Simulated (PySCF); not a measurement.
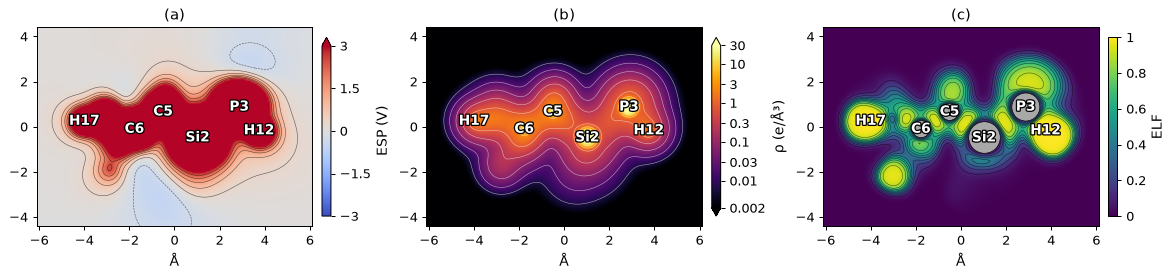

*C4H11ClP2Si. (a) molecular electrostatic potential; (b) electron density; (c) electron localisation function on the plane of atoms Si2, P3 and H12. Grey discs cover the atomic cores in the ELF map.*

Geometry: GFN2-xTB.

Method: PBE0/pcSseg-1, SCF density, gas phase, non-relativistic (PySCF).

Input file:

```
{"job": {"kind": "nmr", "xc": "PBE0", "basis": "pcSseg-1"}, "charge": 0, "multiplicity": 1}
P     -1.747493     0.950343     1.622600
Si    -1.258511    -0.675025     0.109956
P     -2.838789    -1.351160    -1.384440
Cl    -0.747600    -2.325232     1.198549
C      0.259572    -0.080371    -0.900118
C      1.253649     0.642215    -0.027432
C      2.708132     0.663230    -0.390000
C      2.237590    -0.142951     0.783111
H     -2.182102     1.848888     0.657436
H     -3.037855     0.503956     1.868811
H     -3.442576    -0.106946    -1.474397
H     -3.727404    -1.776125    -0.410545
H     -0.072875     0.577658    -1.706274
H      0.739068    -0.939729    -1.369071
H      0.850181     1.539884     0.431635
H      3.017223     0.134659    -1.279304
H      3.274162     1.562878    -0.202690
H      2.224994    -1.217820     0.688458
H      2.480831     0.200900     1.776252
```

Command:

```sh
OMP_NUM_THREADS=1 python probes_run.py task.json out
```

What do the fields say about this system?

Answer.
- The plane passes through Si, P, C and H nuclei.
- C–C (1.51 Å): the density is about 1.7 e/Å³ at the midpoint; the ELF peaks at about 0.95 between the atoms (a covalent bond).
- C–Si (1.92 Å): ρ at the midpoint is about 0.91 e/Å³; the ELF peaks at about 0.95 between the atoms, as expected for a covalent bond.
- Si–P (2.28 Å): ρ is about 0.72 e/Å³ halfway, with its minimum of 0.64 e/Å³ about 0.8 Å from Si; the ELF peaks at about 0.95 between the atoms: a covalent bond.
- P–H (1.39 Å): ρ is about 1.1 e/Å³ halfway; the ELF climbs to about 1 towards the hydrogen, as it does in any bond to H.
- The ELF also peaks beside P3, away from the bonds: lone-pair regions.
- Outside the dense part of the molecule the potential is most negative (−0.5 V) near P1, which lies off the plane.
